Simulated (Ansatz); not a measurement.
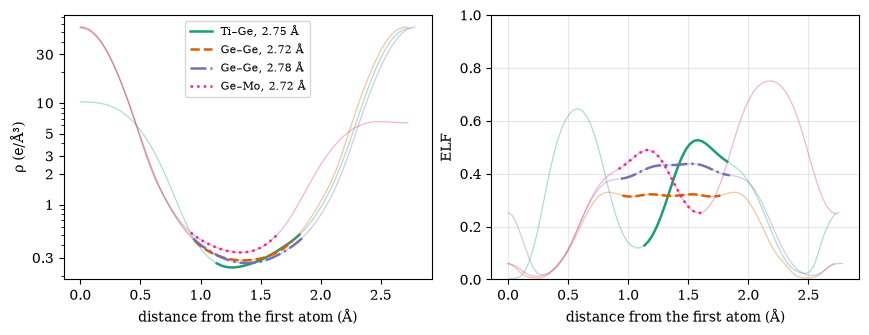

The picture shows: TiGe4Mo. Valence electron density and electron localisation function along straight lines between neighbouring atoms. Thin, pale parts lie inside the atomic spheres.

Space group P4/mmm; a structure generated by program, which may or may not match a known phase; computed without spin polarisation.

Level of theory: DFT PBE, scalar-relativistic, plane waves, PAW in Ansatz.

In a PAW calculation such maps are meaningful between the atoms, not at the nuclei.

```
Ti Ge Mo
1.0
     3.33879    0.00000    0.00000
     0.00000    3.33879    0.00000
     0.00000    0.00000    8.49680
Ti Ge Mo
1 4 1
Direct
  0.00000 0.00000 0.00000
  0.00000 0.00000 0.65992
  0.50000 0.50000 0.16651
  0.00000 0.00000 0.34008
  0.50000 0.50000 0.83349
  0.50000 0.50000 0.50000
```

### What can be read from the curves?

Ti–Ge (2.75 Å): ρ at the midpoint is about 0.25 e/Å³; the ELF is about 0.40 at the midpoint.
Ge–Ge (2.72 Å): ρ is about 0.28 e/Å³ halfway; the ELF is about 0.30 at the midpoint.
Ge–Ge (2.78 Å): the density is about 0.27 e/Å³ at the midpoint; the ELF is about 0.45 at the midpoint.
Ge–Mo (2.72 Å): ρ is about 0.34 e/Å³ halfway; the ELF is about 0.40 at the midpoint.
